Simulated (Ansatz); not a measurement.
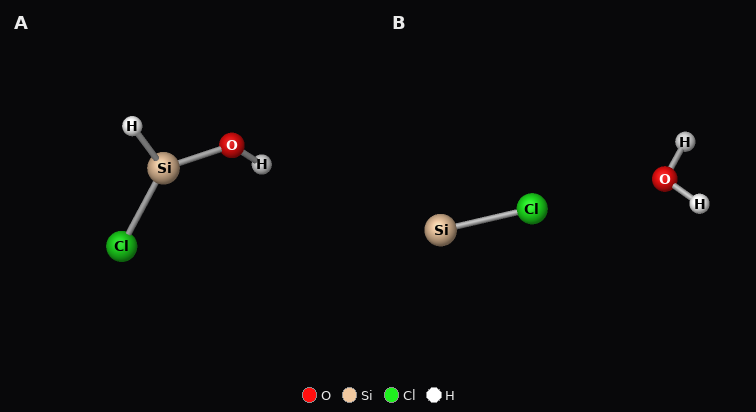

2 stationary structures of one formula. Charge +1, singlet. Geometries: PBE0-D4/def2-TZVP. Electronic energies: r2SCAN-D4/def2-TZVPP (Ansatz 0.2.0), without zero-point energy. No frequency run is at hand to confirm each as a minimum.

Which structure is the most stable?

Answer. A is lowest (Cs); B lies 47.2 kcal/mol above it.

Give E(B) − E(A) in kcal/mol at these levels too: ωB97M-V/def2-TZVPP; RHF-CCSD(T) (frozen core)/def2-TZVPP; PBE0-D4/def2-TZVPP; PBE0-D4/def2-TZVP; r2SCAN-D4/def2-TZVPP; B3LYP-D4/def2-TZVPP; PBE-D4/def2-TZVPP.

```csv
level,E(B) − E(A) (kcal/mol)
ωB97M-V/def2-TZVPP,+38.4
RHF-CCSD(T) (frozen core)/def2-TZVPP,+39.7
PBE0-D4/def2-TZVPP,+42.9
PBE0-D4/def2-TZVP,+43.5
r2SCAN-D4/def2-TZVPP,+47.2
B3LYP-D4/def2-TZVPP,+39.5
PBE-D4/def2-TZVPP,+39.7
```
